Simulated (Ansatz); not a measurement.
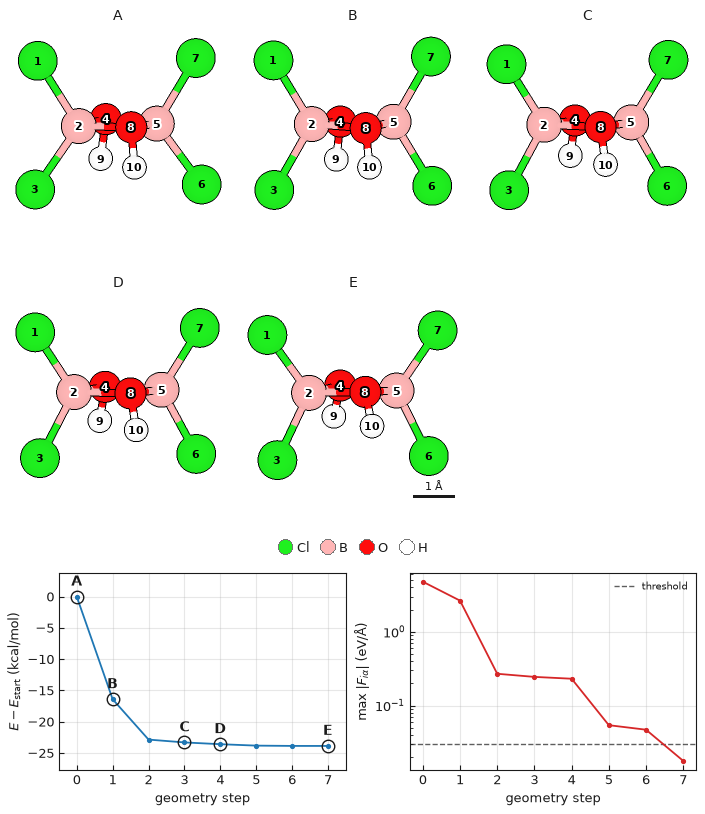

Frames of a relaxation of B₂H₂O₂Cl₄ (coarse preliminary run), marked on the history of the run. The picture is a ball-and-stick view, seen at a tilt.

The start comes from a force field.

All numbers below come from RKS PBE-D4/def2-SVP (Ansatz 0.2.0). (force threshold 0.03 eV/Å; at most 200 steps)

> Describe the path.

The energy falls by 23.9 kcal/mol in 7 geometry steps. The largest force component goes from 4.8 to 0.018 eV/Å. H10 moves most after the best rigid fit: 0.29 Å. Largest moves by element: H 0.29 Å, Cl 0.22 Å, B 0.13 Å, O 0.06 Å. Among the contacts that change: Cl1–B2 1.920 → 1.786 Å, B5–O8 1.440 → 1.563 Å, O4–H9 1.068 → 0.981 Å, B5–Cl7 1.871 → 1.786 Å. Among the angles between lasting bonds that change: B2–O4–B5 81.3° → 90.6°, O4–B5–O8 98.4° → 89.1°, B2–O4–H9 102.8° → 111.9°. Cost: 18 s on 4 threads of Arm Neoverse V2, on a shared host. From step 0 to 1: Cl atoms move most (0.12 Å), energy −16.4 kcal/mol. From step 1 to 3: Cl and H atoms move most (0.11 Å), energy −6.90 kcal/mol. From step 3 to 4: H atoms move most (0.07 Å), energy −0.28 kcal/mol. From step 4 to 7: H atoms move most (0.13 Å), energy −0.28 kcal/mol.

```tsv
step	E − E(0), kcal/mol	largest force component, eV/Å
0	0.00	4.7688
1	-16.40	2.6416
2	-22.85	0.2694
3	-23.30	0.2444
4	-23.59	0.2308
5	-23.81	0.0541
6	-23.86	0.0470
7	-23.87	0.0178
```
